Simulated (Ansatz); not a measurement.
# Quasi-harmonic thermodynamics of PN (hypothetical, Fm-3m), part 2 of 2

Aim: the lattice, expansion, heat capacity and bulk modulus of PN (hypothetical) as it warms. The crystal structure is hypothetical: it was made by swapping elements on a known structure type.

Ansatz 0.2.0; DFT PBE, scalar-relativistic, plane waves, PAW.

So far. Step 5 (Other settings for the ground state): The run ends at a pressure of 0.00 GPa. Step 6 (Relaxing to small residual forces and stress): The residual pressure is -0.0010 GPa, small enough for phonons.

**8. Phonons on strained cells**

The study relaxes the crystal at several strains, solves the phonons on some of them and minimises the free energy at each temperature (static energy, vibrations, the electrons in a metal, and PV under a set pressure); the q-mesh sets how far the force constants reach.

The input, input.yaml:

```yaml
crystal:
  lattice:
    - [1.5385965437, 0.8883091287, 2.51251895]
    - [-1.5385965437, 0.8883091287, 2.51251895]
    - [0.0, -1.7766182573, 2.5125189501]
  atoms:
    - { symbol: P, position: [0.5, 0.5, 0.5] }
    - { symbol: "N", position: [0.0, 0.0, 0.0] }
kpoints:
  mp_grid: { grid: [16, 16, 16] }
hamiltonian:
  xc: pbe
scf:
  occupations: { method: gaussian, width: 0.02 }
output:
  eigenvalues: true
phonons:
  method: dfpt
  qmesh: [4, 4, 4]
  temperatures: { t_max: 1200.0, t_step: 50 }
  thermal_expansion: {}
```

The run is started by

```bash
ansatz run input.yaml --threads 4 --pin off --max-ram 8192MiB --backend cpu --events-out ev --progress --plain --runs-dir out
```

Numbers of over 12 decimals in the logs are rounded to 6 here.

Log:

```text
Warning: crystal.lattice misses the space group found at crystal.symmetry.tolerance 1.0e-5 in a digit that the deck types, which is why this is a warning: making the lattice exact moves one of its numbers by a whole unit of that number's last typed decimal, or more. The operation that it misses by the most changes a squared length by the fraction 9.87e-7. The run uses the lattice that is a stretch of the typed one, with no rotation, onto the one that keeps every operation to a double's rounding (on a very oblique basis the stretch itself rounds by more); the deck's lattice vector that moved farthest moved by 9.30e-7 Å. [rest of the remark cut]
The last accepted step is kept in <dir> (removed where the run ends without a failure and the disk answers)
Engine: ansatz 0.2.0, aarch64-unknown-linux-gnu
Pseudopotentials: kind: paw
Pseudopotential: P, paw, valence charge 5, recommended cutoff 420 eV (normal), P.paw.azcp
Pseudopotential: N, paw, valence charge 5, recommended cutoff 420 eV (normal), N.paw.azcp
Functional definition: PBE
  parameter kappa = 0.804
  parameter beta = 0.066725
  exchange = pbe_x(kappa = kappa, mu = beta*pi^2/3)
  correlation = pbe_c(beta = beta)
Crystal: 2 atoms, lattice volume = 20.604 Å³
Basis set: ecut = 487.2 eV, 531 PW (Γ), exchange–correlation on 48×48×48 points (8 copies of the dense FFT grid, shifted against one another)
Bands: 9, of which v1, the nominal top of the filled ones, is band 5 counted from 1 (4 counted from 0)
Symmetry: 48 space group operations
Space group: Fm-3m (ITA 225), of the structure as read, at distance tolerance 2.7e-5 Å
k-points: 145 of 4096
Non-local potential: P, projectors of the file, l = 0: 2, l = 1: 2, l = 2: 2
Non-local potential: N, projectors of the file, l = 0: 2, l = 1: 2, l = 2: 1
PAW form: soft (Blöchl's): semilocal exchange-correlation on the pseudo side does not see the compensation charge
PAW one-centre angular grid: P, 110 points (default); XC on 64 Gauss nodes
PAW one-centre angular grid: N, 110 points (default); XC on 64 Gauss nodes
Initial density: superposition of atomic densities (neutral atoms: chi_scale 0, normalization atom), corrected by the library's trained network
Initial wavefunctions: pseudopotential atomic-orbital guess
Functional: x = pbe(κ = 0.804, μ = 0.219515), c = pbe(β = 0.066725)
SCF iter   1: F=—  HF=-1137.397161 eV  |F-HF|=—  |Δ(HF+E_count)|=         —  Δρ=1.91e-3  dr2=3.29e-4  ethr=1.77e-3  ⟨swp⟩=6.3  Hψ=10394  notcnv=0
preconditioner: auto → none  [insulator: Δε(μ)=0.042 eV  Ē_g=12.840 eV  σ=0.020 eV  W_gap=0.50  n_scr=0 (ndim 8)  ℏωp=25.9 eV  f_vac=0.000  D(μ)=0.35/eV (n_scr^D=0)  ε∞_Penn≈5.1]
[...]
SCF converged after 6 iterations
Free energy (F): -1137.397326 eV
Harris-Foulkes:  -1137.397326 eV  (|F-HF|=6.82e-13)
Internal energy: -1137.397256 eV  (E = F + TS)
E sigma→0 (E₀):  -1137.397291 eV
Entropy (-TS):   -0.000069 eV (-0.035 meV/atom)
Fermi energy:    12.174146 eV
--- Per-component energies (eV) ---
  E_band       = 37.963069
  E_kinetic    = 195.672199
  E_local      = -179.294362  (includes V_loc(G=0)·N_el)
  E_nonlocal   = 80.136133
  E_hartree    = 51.313865
  E_xc         = -120.465726
  E_vxc        = -135.900701  (∫ρ·V_xc dr)
  E_paw        = -695.344510  (= ΣΔE_a)
  E_vpaw       = -25.277976  (= ΣTr[D̂ρ^β])
  E_aug_tail   = 0.000029  (compensation charges beyond the density's cutoff)
  E_ewald      = -469.414883
  E_smearing   = -0.000069  (= −TS)
  E_closure    = -0.000000  (closes the sum)
  Σ components = -1137.397326   (vs F -1137.397326, Δ=0.00e0)
--- Forces (eV/Å), atoms counted from 1 ---
  atom   1  P      0.00000000     0.00000000    -0.00000000
  atom   2  N      0.00000000    -0.00000000    -0.00000000
  max |Σ_I F_I| component: 5.29e-30 eV/Å
--- Stress (GPa, compression-positive) ---
        0.010968       0.000000       0.000000
       -0.000000       0.010968       0.000000
       -0.000000       0.000000       0.010968
  P = ⅓ Tr σ = 0.0110 GPa (0.110 kbar)
--- Band table (eV; the first three rows and the last of 145) ---
  k-point 0: bands = ["-7.7696", "7.3308", "8.5483", "8.5483", "8.5483", "17.2237", "17.2237", "17.2237", "19.8570"]
  k-point 1: bands = ["-7.6955", "6.6274", "8.5385", "8.5385", "9.1082", "16.9223", "16.9223", "16.9582", "19.8691"]
  k-point 2: bands = ["-7.4742", "5.4384", "8.5143", "8.5143", "9.8714", "16.2082", "16.2082", "16.3402", "19.9101"]
  k-point 144: bands = ["-3.2653", "1.3640", "3.4228", "3.4228", "10.9568", "13.4003", "17.7091", "17.7091", "21.6823"]
── thermal expansion: 3 new cells, 3 in all ──
thermal expansion: relaxation of cell 2
thermal expansion: relaxation of cell 3
── thermal expansion: 2 new cells, 5 in all ──
thermal expansion: relaxation of cell 4
thermal expansion: lower-state search of cell 4
thermal expansion: electrons of cell 4
thermal expansion: phonons of cell 4
WARN: thermal expansion: vibrations_at_or_below_zero in the phonons of 1 cell: 4
this run last wrote the structure of step 1 to <dir>
--- Relaxed structure (1 steps of the walk, 1 accepted, 0 SCFs on fresh bases) ---
  F+E_penalty+E_count = -1137.39732563 eV   max|allowed force component| = 2.613e-30 eV/Å
  atoms:
    - { symbol: P, position: [0.500000, 0.500000, 0.500000] }
    - { symbol: N, position: [0.0, 0.0, 0.0] }
--- Thermal expansion: 5 cells in 2 rounds, 0 GPa ---
  no lower state was reached at cell 4
  not told: vibrations stand at or below zero in cell 4 (2.312 modes a cell, the lowest at -562.8 cm⁻¹): the crystal is at no minimum there, or its k-points are too few: type the crystal that it becomes, another pressure, or a denser kpoints.mp_grid, in a new run
  vibrations_at_or_below_zero in the phonons of 1 cell: 4
Error: vibrations stand at or below zero in cell 4 (2.312 modes a cell, the lowest at -562.8 cm⁻¹): the crystal is at no minimum there, or its k-points are too few: type the crystal that it becomes, another pressure, or a denser kpoints.mp_grid, in a new run
```

Wall time 4.1 min (4 threads of Arm Neoverse V2, shared host); peak memory 2.3 GiB.

The run ended with an error.

The program's message: “vibrations stand at or below zero in cell 4 (2.312 modes a cell, the lowest at -562.8 cm⁻¹): the crystal is at no minimum there, or its k-points are too few: type the crystal that it becomes, another …”

**9. Phonons on strained cells**

Thermal expansion follows from how the free energy of the vibrations (and of the electrons in a metal) changes with strain, so the program makes strained cells, their phonons and a fit in one run.

input.yaml is that of step 8.

Log:

```text
Warning: crystal.lattice misses the space group found at crystal.symmetry.tolerance 1.0e-5 in a digit that the deck types, which is why this is a warning: making the lattice exact moves one of its numbers by a whole unit of that number's last typed decimal, or more. The operation that it misses by the most changes a squared length by the fraction 9.87e-7. The run uses the lattice that is a stretch of the typed one, with no rotation, onto the one that keeps every operation to a double's rounding (on a very oblique basis the stretch itself rounds by more); the deck's lattice vector that moved farthest moved by 9.30e-7 Å. [rest of the remark cut]
The last accepted step is kept in <dir> (removed where the run ends without a failure and the disk answers)
Engine: ansatz 0.2.0, aarch64-unknown-linux-gnu
Pseudopotentials: kind: paw
Pseudopotential: P, paw, valence charge 5, recommended cutoff 420 eV (normal), P.paw.azcp
Pseudopotential: N, paw, valence charge 5, recommended cutoff 420 eV (normal), N.paw.azcp
Functional definition: PBE
  parameter kappa = 0.804
  parameter beta = 0.066725
  exchange = pbe_x(kappa = kappa, mu = beta*pi^2/3)
  correlation = pbe_c(beta = beta)
Crystal: 2 atoms, lattice volume = 20.604 Å³
Basis set: ecut = 487.2 eV, 531 PW (Γ), exchange–correlation on 48×48×48 points (8 copies of the dense FFT grid, shifted against one another)
Bands: 9, of which v1, the nominal top of the filled ones, is band 5 counted from 1 (4 counted from 0)
Symmetry: 48 space group operations
Space group: Fm-3m (ITA 225), of the structure as read, at distance tolerance 2.7e-5 Å
k-points: 145 of 4096
Non-local potential: P, projectors of the file, l = 0: 2, l = 1: 2, l = 2: 2
Non-local potential: N, projectors of the file, l = 0: 2, l = 1: 2, l = 2: 1
PAW form: soft (Blöchl's): semilocal exchange-correlation on the pseudo side does not see the compensation charge
PAW one-centre angular grid: P, 110 points (default); XC on 64 Gauss nodes
PAW one-centre angular grid: N, 110 points (default); XC on 64 Gauss nodes
Initial density: superposition of atomic densities (neutral atoms: chi_scale 0, normalization atom), corrected by the library's trained network
Initial wavefunctions: pseudopotential atomic-orbital guess
Functional: x = pbe(κ = 0.804, μ = 0.219515), c = pbe(β = 0.066725)
SCF iter   1: F=—  HF=-1137.397161 eV  |F-HF|=—  |Δ(HF+E_count)|=         —  Δρ=1.91e-3  dr2=3.29e-4  ethr=1.77e-3  ⟨swp⟩=6.3  Hψ=10394  notcnv=0
preconditioner: auto → none  [insulator: Δε(μ)=0.042 eV  Ē_g=12.840 eV  σ=0.020 eV  W_gap=0.50  n_scr=0 (ndim 8)  ℏωp=25.9 eV  f_vac=0.000  D(μ)=0.35/eV (n_scr^D=0)  ε∞_Penn≈5.1]
[...]
SCF converged after 6 iterations
Free energy (F): -1137.397326 eV
Harris-Foulkes:  -1137.397326 eV  (|F-HF|=6.82e-13)
Internal energy: -1137.397256 eV  (E = F + TS)
E sigma→0 (E₀):  -1137.397291 eV
Entropy (-TS):   -0.000069 eV (-0.035 meV/atom)
Fermi energy:    12.174146 eV
--- Per-component energies (eV) ---
  E_band       = 37.963069
  E_kinetic    = 195.672199
  E_local      = -179.294362  (includes V_loc(G=0)·N_el)
  E_nonlocal   = 80.136133
  E_hartree    = 51.313865
  E_xc         = -120.465726
  E_vxc        = -135.900701  (∫ρ·V_xc dr)
  E_paw        = -695.344510  (= ΣΔE_a)
  E_vpaw       = -25.277976  (= ΣTr[D̂ρ^β])
  E_aug_tail   = 0.000029  (compensation charges beyond the density's cutoff)
  E_ewald      = -469.414883
  E_smearing   = -0.000069  (= −TS)
  E_closure    = -0.000000  (closes the sum)
  Σ components = -1137.397326   (vs F -1137.397326, Δ=0.00e0)
--- Forces (eV/Å), atoms counted from 1 ---
  atom   1  P      0.00000000     0.00000000    -0.00000000
  atom   2  N      0.00000000    -0.00000000    -0.00000000
  max |Σ_I F_I| component: 5.29e-30 eV/Å
--- Stress (GPa, compression-positive) ---
        0.010968       0.000000       0.000000
       -0.000000       0.010968       0.000000
       -0.000000       0.000000       0.010968
  P = ⅓ Tr σ = 0.0110 GPa (0.110 kbar)
--- Band table (eV; the first three rows and the last of 145) ---
  k-point 0: bands = ["-7.7696", "7.3308", "8.5483", "8.5483", "8.5483", "17.2237", "17.2237", "17.2237", "19.8570"]
  k-point 1: bands = ["-7.6955", "6.6274", "8.5385", "8.5385", "9.1082", "16.9223", "16.9223", "16.9582", "19.8691"]
  k-point 2: bands = ["-7.4742", "5.4384", "8.5143", "8.5143", "9.8714", "16.2082", "16.2082", "16.3402", "19.9101"]
  k-point 144: bands = ["-3.2653", "1.3640", "3.4228", "3.4228", "10.9568", "13.4003", "17.7091", "17.7091", "21.6823"]
── thermal expansion: 3 new cells, 3 in all ──
thermal expansion: relaxation of cell 2
thermal expansion: relaxation of cell 3
── thermal expansion: 2 new cells, 5 in all ──
thermal expansion: relaxation of cell 4
thermal expansion: lower-state search of cell 4
thermal expansion: electrons of cell 4
thermal expansion: phonons of cell 4
WARN: thermal expansion: vibrations_at_or_below_zero in the phonons of 1 cell: 4
this run last wrote the structure of step 1 to <dir>
--- Relaxed structure (1 steps of the walk, 1 accepted, 0 SCFs on fresh bases) ---
  F+E_penalty+E_count = -1137.39732563 eV   max|allowed force component| = 2.613e-30 eV/Å
  atoms:
    - { symbol: P, position: [0.500000, 0.500000, 0.500000] }
    - { symbol: N, position: [0.0, 0.0, 0.0] }
--- Thermal expansion: 5 cells in 2 rounds, 0 GPa ---
  no lower state was reached at cell 4
  not told: vibrations stand at or below zero in cell 4 (2.312 modes a cell, the lowest at -562.8 cm⁻¹): the crystal is at no minimum there, or its k-points are too few: type the crystal that it becomes, another pressure, or a denser kpoints.mp_grid, in a new run
  vibrations_at_or_below_zero in the phonons of 1 cell: 4
Error: vibrations stand at or below zero in cell 4 (2.312 modes a cell, the lowest at -562.8 cm⁻¹): the crystal is at no minimum there, or its k-points are too few: type the crystal that it becomes, another pressure, or a denser kpoints.mp_grid, in a new run
```

Elapsed: 4.1 min, on 4 threads; peak memory 2.3 GiB.

The run ended with an error.

The program's message: “vibrations stand at or below zero in cell 4 (2.312 modes a cell, the lowest at -562.8 cm⁻¹): the crystal is at no minimum there, or its k-points are too few: type the crystal that it becomes, another …”

**10. Phonons of the refused cell**

The study refused this cell, so its phonons are run alone to see which modes are imaginary.

input.yaml, the sections that differ from step 9:

```yaml
phonons:
  method: dfpt
  qmesh: [4, 4, 4]
  temperatures: { t_max: 1000, t_step: 50 }
  qpath:
    path:
      - [[0.0, 0.0, 0.0], [0.5, 0.50000017, 1.7e-07], [0.62500004, 0.62500026, 0.25000022]]
      - [[0.75000013, 0.37500039, 0.37500026], [0.0, 0.0, 0.0], [0.50000009, 0.50000026, 0.50000017], [0.75000009, 0.50000035, 0.25000026], [0.5, 0.50000017, 1.7e-07]]
    npoints: 10
# crystal, kpoints, hamiltonian, scf, output: as in step 9
```

Log:

```text
[...]
Crystal: 2 atoms, lattice volume = 20.604 Å³
Basis set: ecut = 420 eV, 411 PW (Γ), exchange–correlation on 48×48×48 points (8 copies of the dense FFT grid, shifted against one another)
Bands: 9, of which v1, the nominal top of the filled ones, is band 5 counted from 1 (4 counted from 0)
Symmetry: 48 space group operations
k-points: 145 of 4096
[...]
SCF iter   1: F=—  HF=-1137.392894 eV  |F-HF|=—  |Δ(HF+E_count)|=         —  Δρ=1.87e-3  dr2=3.36e-4  ethr=1.77e-3  ⟨swp⟩=6.2  Hψ=10264  notcnv=0
[...]
SCF iter   6: F=-1137.393000 eV  HF=-1137.393000 eV  |F-HF|=3.18e-12  |Δ(HF+E_count)|=  1.27e-11  Δρ=1.64e-7  dr2=5.92e-12  ethr=1.00e-12  ⟨swp⟩=4.4  Hψ=6644  notcnv=0
SCF 1 converged in 6 iterations: F = -1137.393000 eV  dr2 = 5.92e-12
[...]
SCF iter   6: F=-1137.393000 eV  HF=-1137.393000 eV  |F-HF|=0.00e0  |Δ(HF+E_count)|=  2.27e-13  Δρ=2.26e-9  dr2=9.29e-16  ethr=1.00e-12  ⟨swp⟩=1.1  Hψ=3376  notcnv=0
SCF 2 converged in 6 iterations: F = -1137.393000 eV  dr2 = 9.29e-16
phonons: the bands overlap, so this run is a metal and interpolates without the dipole-dipole term. If the crystal is really an insulator or semiconductor, its LO-TO splitting is missing
NSCF: frozen V_eff on 145 k-points
[...]
DFPT response loops at q = (0, 0, 0) (fractional): preconditioner auto → Kerker (q_TF=auto, 2.419 Å⁻¹) (partly filled bands, converged f_vac=0.000); β = 1.00, the filter's whole step (`scf.mixing.beta` (0.50) is not read by the response loops under this deck's `scf.mixing.preconditioner`; to damp them name `kerker` or `kerker_dos`, under which they read `scf.mixing.beta`, and type it under 1.00, their step now; both keys bind the ground state too); Broyden in place of MSR1
[...]
SCF converged after 6 iterations
Free energy (F): -1137.393000 eV
[...]
Internal energy: -1137.392931 eV  (E = F + TS)
E sigma→0 (E₀):  -1137.392965 eV
Entropy (-TS):   -0.000069 eV (-0.035 meV/atom)
Fermi energy:    12.173848 eV
[...]
--- Band table (eV; the first three rows and the last of 145) ---
[...]
--- Phonons (Γ-DFPT): 2 representative perturbations + reference (Σ response iterations 6) ---
  ASR residual: 1.049e-4 → 0.000e0 eV/Å²; symmetrization residual: 3.075e-7 eV/Å²
  ASR residual per site (eV/Å²): 3.10e-5 1.05e-4
  Γ frequencies (cm⁻¹): -562.60 -562.60 -562.60 0.00 0.00 0.00
--- Phonons (arbitrary-q DFPT): 8 irreducible q on the 4×4×4 mesh ---
  q = [0.0000, 0.0000, 0.0000] (star 1, of the zone-centre solve; hermiticity 5.48e-8, symmetrization 8.38e-15): -562.60 -562.60 -562.60 -0.00 0.00 0.00
  q = [0.0000, 0.0000, 0.2500] (star 8, 4 solved perturbations on 2176 of 4096 k-point pairs; hermiticity 6.13e-8, symmetrization 3.06e-8): -200.52 -200.52 160.87 160.87 207.93 398.80
[...]
sum rule: each row above includes the acoustic sum rule's correction from the zone centre's row sums; it moved no ω² by more than (1.43 cm⁻¹)²
  mesh force constants: q→R imaginary residual 1.71e-17; ASR residual 1.049e-4 → 0.000e0 eV/Å²; symmetrization residual 3.553e-15 eV/Å²
  interpolated dispersion: 62 rows × 6 modes
  density of states and harmonic sums: on the 24×24×24 q-mesh, interpolated from the force constants of a 4×4×4 supercell (no non-analytic term)
  largest difference from the sums on the solved wave vectors: F 1.65e-2 eV, S 2.58e-5 and C_V 9.29e-6 eV/K
  zero-point energy: 0.063520 eV/cell   skipped modes (ω ≤ 0): 935, of them read as no rigid motion or as one in doubt: 932 (2.251e0 modes/cell left out, lowest -562.60 cm⁻¹)   left out of the sums: 3.75e-1 of the cell's modes: C_V's classical limit lies that fraction below 3 k_B per atom; for a crystal, a wire or a layer, F and S can be off by more, and a phonons.interpolated_qmesh denser along its periods is the remedy for the sampling
```

Wall time 2.7 min (4 threads); peak memory 2 GiB.

This step gave:

```
Γ frequencies                : -562.6, -562.6, -562.6, 0, 0, 0 cm⁻¹ (negative: imaginary)
lowest frequency on the path : -562.6 cm⁻¹
point group                  : m-3m
highest frequency            : 506.3 cm⁻¹
```

No LO-TO term. The phonon branches at the labelled points (cm⁻¹):

```tsv
point	branch 1	branch 2	branch 3	branch 4	branch 5	branch 6
Γ	-563	-563	-563	0	0	0
X	-487	-487	-482	260	260	370
U	-493	-309	-140	245	312	361
jump to K	-493	-309	-140	245	312	361
Γ	-563	-563	-563	0	0	0
L	102	102	287	287	320	477
W	-472	-472	222	270	326	326
X	-487	-487	-482	260	260	370
```

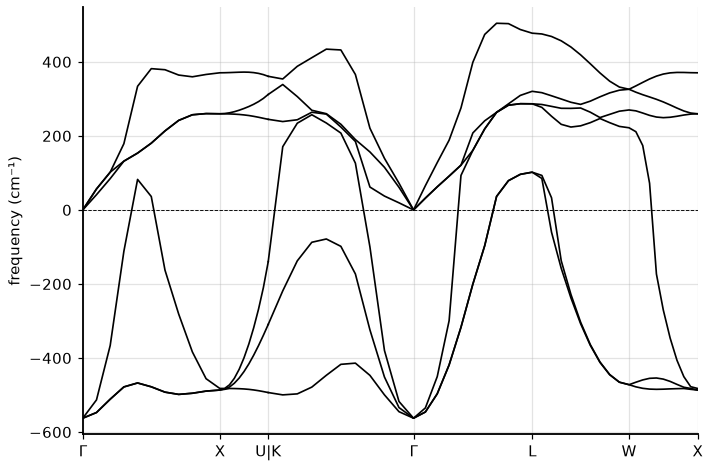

Phonon branches along the path.

The phonon density of states has structure finer than the step of the table below, so its rows give means over 100 cm⁻¹, whole bins alone (the curve runs from -565 to 505 cm⁻¹). Peaks (cm⁻¹: height): -465.0: 0.0116, 255.0: 0.0388, 285.0: 0.0223, 365.0: 0.0136.

Tetrahedra on 24 24 24, mean over bins of 10 cm⁻¹. Table of phonon density of states by wavenumber; means over each step:

```tsv
wavenumber (cm⁻¹)	phonon density of states (1/cm⁻¹/cell)
-500	0.00442
-400	0.00694
-300	0.00424
-200	0.00343
-100	0.00281
0	0.00140
100	0.00304
200	0.0112
300	0.0135
400	0.00747
```

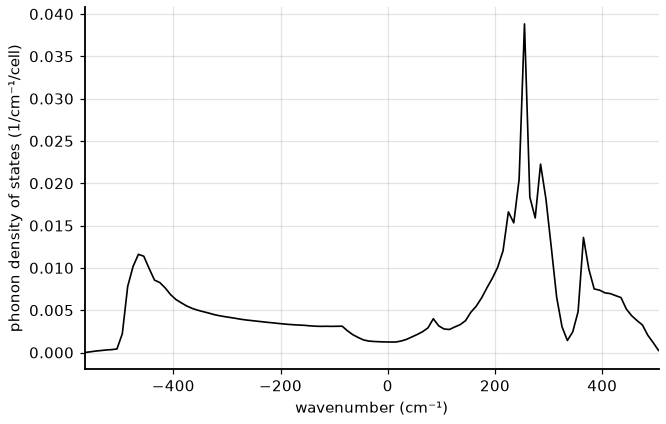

Phonon density of states against wavenumber.

No LO-TO term. Modes at Γ, with each element's share of the kinetic energy (negative means imaginary):

```tsv
mode	frequency (cm⁻¹)	symmetry	P %	N %
1	-562.6	T1u	31	69
2	-562.6	T1u	31	69
3	-562.6	T1u	31	69
4	0.0	T1u	69	31
5	0.0	T1u	69	31
6	0.0	T1u	69	31
```

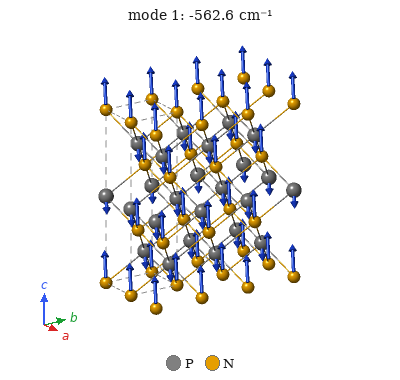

Displacement patterns of mode 1 at Γ; arrows are exaggerated. Bonds to atoms that aren't drawn are left out. 2×3×1 conventional cells are drawn. Some periodic images of atoms are drawn too.

Phonopy on the run's constants, 21x21x21 mesh, Gaussian sigma 7.9 cm⁻¹. Table of modes by wavenumber; read off at these points; values in 1/cm⁻¹/cell:

```tsv
wavenumber (cm⁻¹)	N	P
-550.0	1.2e-4	5.3e-5
-500.0	0.00150	7.2e-4
-461.5	0.00799	0.00396
-450.0	0.00642	0.00319
-400.0	0.00447	0.00239
-350.0	0.00352	0.00202
-300.0	0.00280	0.00187
-250.0	0.00193	0.00150
-200.0	0.00199	0.00191
-150.0	0.00138	0.00213
-100.0	7.9e-4	0.00241
-50.0	3.9e-4	0.00151
0.0	1.0e-5	2.6e-5
50.0	9.2e-4	0.00167
100.0	0.00157	0.00162
150.0	0.00256	0.00172
200.0	0.00568	0.00412
250.0	0.0148	0.0123
300.0	0.00806	0.00732
350.0	0.00107	0.00338
364.8	0.00256	0.00782
371.8	0.00251	0.0084
400.0	0.00107	0.00613
450.0	7.6e-4	0.00406
500.0	1.8e-4	6.9e-4
```

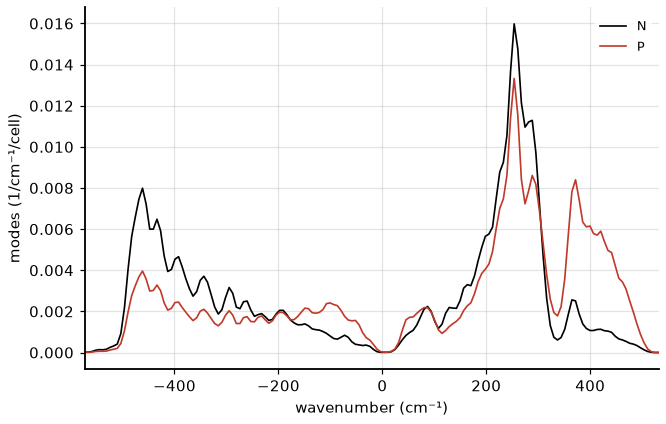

Modes, plotted against wavenumber.

The lowest solved frequency is -563 cm⁻¹, so the cell is unstable here at these settings (gap near zero, smearing on, k-mesh not tested) and gives no valid free energy.

**11. What came out**

```
lowest frequency at the solved wavevectors : -563 cm⁻¹
```

The relaxation moved the crystal from R-3m to Fm-3m; the results are of the latter. With imaginary harmonic modes at the relaxed cell the quasi-harmonic free energy is undefined, so no expansion is obtained for this phase at this level. The softest solved mode is 563i cm⁻¹ at q = (0, 0, 0), and 7 of 8 solved wavevectors carry a mode beyond 8i cm⁻¹.

[Logs are printed without paths, hosts, clocks, repeated set-up lines and the standing remarks that a program may print on its own settings, such as how far it seeks lower states.]

[Hosts, paths, dates, database ids (printed as entryN), source tags and the programs' standing remarks are cut or masked in the printed files.]

[A step with changed settings may run another functional than the one named; its input shows which.]
